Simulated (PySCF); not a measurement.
# H9N3Y (charge +3): what the fields show

```xyz
13

Y     0.0000    0.0000   -0.5760
N     2.2613   -0.0004    0.1009
H     2.4846   -0.5537    0.9490
H     2.9265   -0.3787   -0.6009
H     2.6650    0.9294    0.3189
N    -1.1303    1.9586    0.1009
H    -0.7628    2.4286    0.9490
H    -1.1353    2.7238   -0.6009
H    -2.1374    1.8433    0.3189
N    -1.1310   -1.9582    0.1009
H    -1.7218   -1.8749    0.9490
H    -1.7912   -2.3451   -0.6009
H    -0.5276   -2.7727    0.3189
```

Core potentials replace the inner electrons of Y.

Method: RKS PBE0, Y def2-SVP with ECP28, N def2-SVP, H def2-SVP; non-relativistic Hamiltonian with scalar-relativistic core potentials where named; density fitting in PySCF.

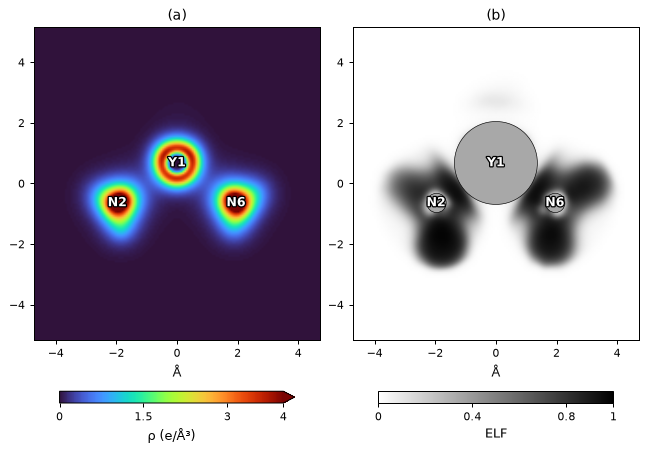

Figure 1. (a) electron density; (b) electron localisation function on the plane of atoms N2, Y1 and N6. Grey discs cover the atomic cores in the ELF map.

Question: Interpret the plot.

Answer: The plane passes through Y and N nuclei. Y–N (2.36 Å): the density is about 0.43 e/Å³ at the midpoint; the ELF peaks at about 0.95 in the valence shell of N, 0.7 Å from its nucleus, and is about 0.25 at the midpoint.

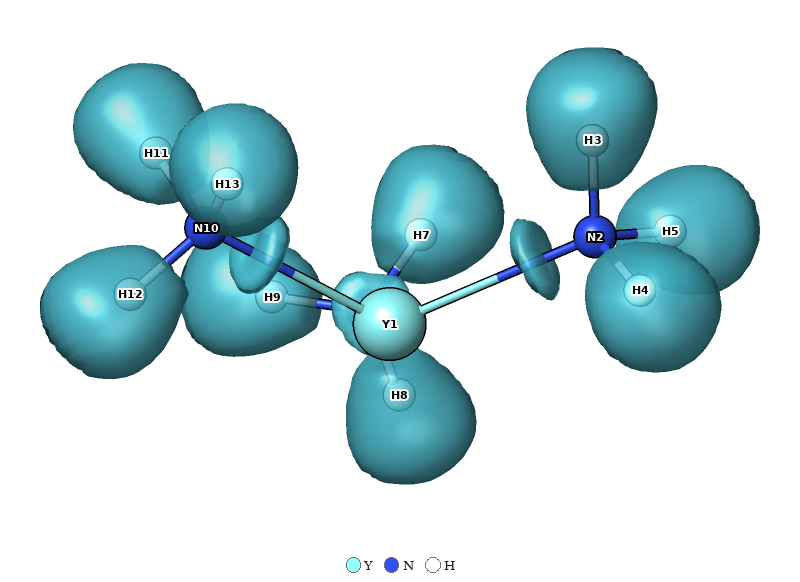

Figure 2. Isosurface of the ELF at 0.9 (cyan), seen from one side. Core shells and regions of very low density are left out.

Question: What do the ELF domains correspond to?

Answer: The surface consists of nine regions around hydrogen nuclei and three lobes of the valence shell of N pointing towards Y.


 N–H (1.04 Å): the ELF climbs to about 1 towards the hydrogen, as it does in any bond to H (a covalent bond by its length).

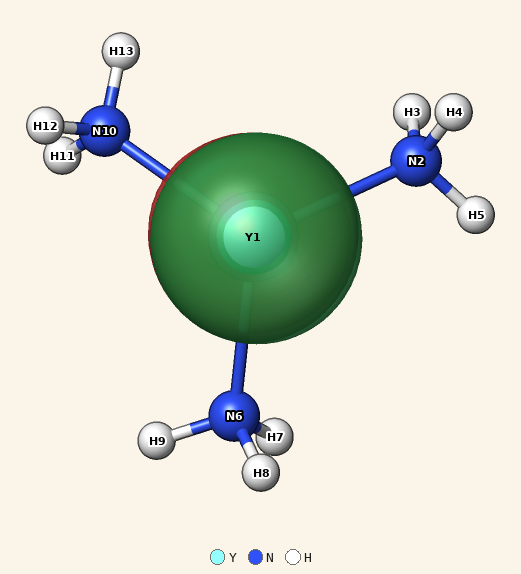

Figure 3. The LUMO at ±0.1 Å⁻³ᐟ² (green and red are the two phases), seen across its widest extent.

Question: What is the character of this orbital?

Answer: By Hirshfeld shares it lies mainly on Y1 (about 95 %). Its energy is −16.61 eV.
